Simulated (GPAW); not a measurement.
# Polarising CO/Ag(111) with a field along the normal

The dipole of the cell at several fields, atoms fixed. What does the strongest field give, and what length does the slope stand for?

Set-up. GPAW 26.7.0, plane waves (500 eV), PAW setups, PBE, 12×12 mesh, a dipole layer in the vacuum; geometry relaxed without an applied field with GPAW. The cell's area is 7.24 Å², and e/ε0 = 180.95 V Å.

Results, with one row withheld:

| field (V/Å) | dipole (e Å) |
| --- | --- |
| −0.2 | −0.1299 |
| −0.1 | −0.0801 |
| −0.05 | −0.0551 |
| 0.05 | −0.0052 |
| 0.1 | 0.0198 |
| 0.2 | 0.0698 |
| 0.3 | ? |

To predict: What is the dipole at 0.3 V/Å?

Worked answer. A line through the 6 points has the slope α = 0.499 e Å per V/Å and the intercept p₀ = −0.0301 e Å (r.m.s. residual 5.0e−05). At 0.3 V/Å it gives p = −0.0301 + 0.499 × 0.3 = 0.1197 e Å; the run gives 0.1199 e Å, so the response stays linear to 0.2 % of the induced part. Dividing by ε0 and the area: α/(ε0 A) = 0.499 × 180.95 / 7.24 = 12.47 Å, against 10.45 Å between the outer nuclei.

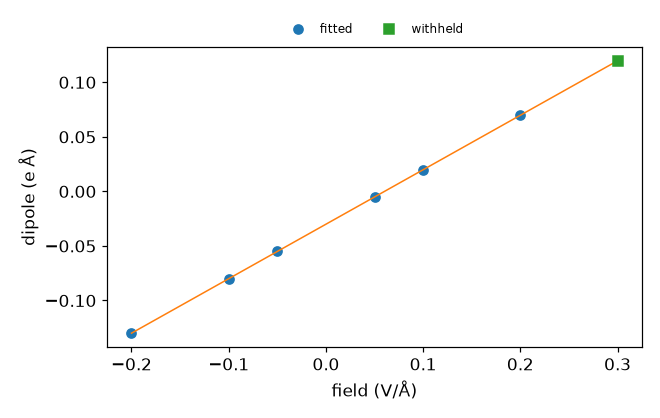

The line and the withheld run.

**Limits.** This is the electronic response alone; ions that move would add to it in polar layers. No run was spin-polarised, so magnetic states weren't tested.
